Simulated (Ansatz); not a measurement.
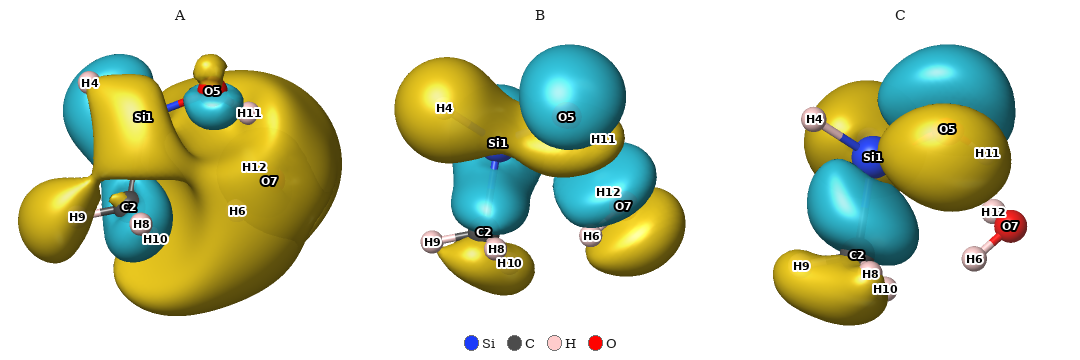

CH6OSi···H2O. Three frontier orbitals at ±0.06 Å⁻³ᐟ² (yellow and cyan are the two phases), in no order.

Computed with Ansatz, RKS PBE-D4/def2-SVP.

```yaml
atoms:
  - { symbol: Si, position_ang: [-0.9422, 0.2428, 0.6171] }
  - { symbol: C, position_ang: [0.2240, -1.2359, 0.5439] }
  - { symbol: H, position_ang: [-1.8223, 0.1899, -0.6228] }
  - { symbol: H, position_ang: [-1.8217, 0.0762, 1.8284] }
  - { symbol: O, position_ang: [-0.1686, 1.7194, 0.7860] }
  - { symbol: H, position_ang: [1.2578, 0.1186, -1.1095] }
  - { symbol: O, position_ang: [1.1263, 0.9853, -1.5341] }
  - { symbol: H, position_ang: [1.0341, -1.1577, 1.2984] }
  - { symbol: H, position_ang: [-0.3488, -2.1563, 0.7862] }
  - { symbol: H, position_ang: [0.6822, -1.4453, -0.4517] }
  - { symbol: H, position_ang: [0.4029, 1.8469, -0.0076] }
  - { symbol: H, position_ang: [0.3763, 0.8162, -2.1343] }
```

### Order the three orbitals by energy and name them.

B is the HOMO−1 (−7.23 eV). By Hirshfeld shares it lies mainly on O5 (about 40 %), O7 (about 25 %), Si1 (about 10 %) and H4 (about 5 %). C is the HOMO (−6.50 eV). Its weight (Hirshfeld) is mainly on O5 (about 60 %), H3 (about 10 %) and C2 (about 10 %). A is the LUMO (−0.24 eV). By Hirshfeld shares it lies mainly on H12 (about 25 %), O7 (about 20 %), H6 (about 15 %), Si1 (about 10 %), H10 (about 10 %) and C2 (about 10 %).

### What is the HOMO–LUMO gap?

6.26 eV between the orbital energies.
